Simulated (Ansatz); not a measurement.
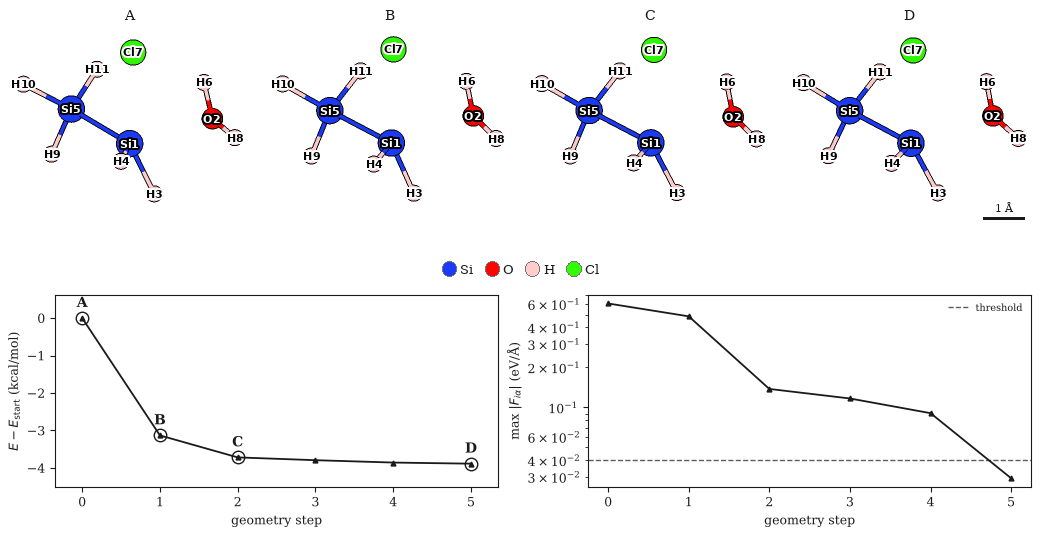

Frames of a constrained relaxation of Si2H7OCl, marked on the history of the run. A ball-and-stick model, seen at a tilt.

The reaction that was planned forms Si1–Cl7, O2–H6 and breaks Si1–O2, H6–Cl7 (atoms numbered from 1 in input order).

Level of theory: RKS PBE0-D4/def2-SVP (Ansatz 0.2.0).

The input:
```yaml
crystal:
  periodic: [false, false, false]
  atoms:
    - {symbol: Si, position_ang: [-0.026100, 0.101400, -0.751200]}
    - {symbol: O, position_ang: [-1.435000, 1.479300, 0.062000]}
    - {symbol: H, position_ang: [-1.259700, -0.385600, -1.431400]}
    - {symbol: H, position_ang: [0.603800, 0.819200, -1.856300]}
    - {symbol: Si, position_ang: [0.719200, -1.610900, 0.613400]}
    - {symbol: H, position_ang: [-0.747800, 1.930800, 0.605000]}
    - {symbol: Cl, position_ang: [1.245300, 1.650100, 0.661700]}
    - {symbol: H, position_ang: [-1.768500, 2.100800, -0.591500]}
    - {symbol: H, position_ang: [0.287200, -2.889800, 0.034100]}
    - {symbol: H, position_ang: [2.180800, -1.659900, 0.672800]}
    - {symbol: H, position_ang: [0.200900, -1.535400, 1.981400]}
basis:
  gaussian: {orbitals: def2-SVP}
hamiltonian: {xc: pbe0, dispersion: d4}
relax: {f_tol: 0.04, max_steps: 150, escape_saddle: false, constraints: [{distance: [0, 6]}, {distance: [1, 5]}, {distance: [0, 1]}, {distance: [5, 6]}]}
```

Launched with:
```bash
ansatz run in.yaml --threads 3 --pin off --events-out ev --progress --plain --max-ram 6092MiB
```

Q: What happens along the run?

A: The energy falls by 3.89 kcal/mol in 5 geometry steps. The largest force component goes from 0.61 to 0.029 eV/Å. The atom that moves furthest after the best rigid fit is H4 (0.24 Å). Largest moves by element: H 0.24 Å, Cl 0.11 Å, O 0.07 Å, Si 0.06 Å. Near-neighbour distances that change, for instance: Si1–H4 1.461 → 1.492 Å, Si5–H9 1.469 → 1.499 Å, Si1–Si5 2.313 → 2.335 Å, Si1–H3 1.491 → 1.511 Å. Bond angles that change, for instance: H4–Si1–Si5 132.2° → 120.7°, Si1–Si5–H11 113.5° → 107.1°, H9–Si5–H10 106.3° → 109.6°. The run took of the order of 30 core-seconds on a shared host. From step 0 to 1: H4 moves most (0.19 Å), energy −3.13 kcal/mol. From step 1 to 2: H3 moves most (0.08 Å), energy −0.59 kcal/mol. From step 2 to 5: H8 moves most (0.07 Å), energy −0.17 kcal/mol.

```tsv
step	E − E(0), kcal/mol	largest force component, eV/Å
0	0.00	0.6057
1	-3.13	0.4847
2	-3.72	0.1378
3	-3.79	0.1168
4	-3.86	0.0906
5	-3.89	0.0293
```
